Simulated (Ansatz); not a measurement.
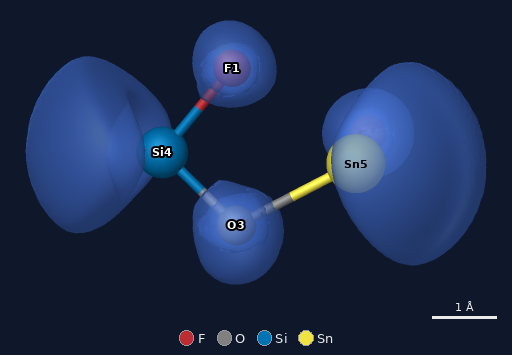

Figure 1: F2OSiSn. Isosurface of the ELF at 0.8 (blue), seen at a tilt. Only the valence region is drawn (cores and ρ < 0.01 e/Å³ removed).

Geometry: PBE-D3(BJ)/def2-SVP; core potentials replace the inner electrons of Sn.

These are results of isolated molecule in a Gaussian basis; Kohn-Sham density functional theory, functional PBE0 (Ansatz 0.2.0), not measurements.

```xyz
5

F    -0.4379    1.0774   -1.5570
F     2.1371   -0.6184   -1.7009
O    -0.5172   -1.1435   -0.4165
Si   -1.4547   -0.3676   -1.5131
Sn    1.2261    0.0408   -0.0761
```

Q: What do the ELF domains correspond to?

A: The ELF exceeds this value in one lobe on Si, pointing away from the bonds (lone pairs), one lobe on Sn, pointing away from the bonds (lone pairs), two regions wrapped around F (the valence shell of each) and one region wrapped around O (its valence shell).

Values along the shortest contacts:
Si–O (1.64 Å): the ELF peaks at about 0.85 between the atoms; a shared but strongly polarised pair. Si–F (1.77 Å): the ELF peaks at about 0.85 in the valence shell of F, 0.6 Å from its nucleus, and is about 0.50 at the midpoint.
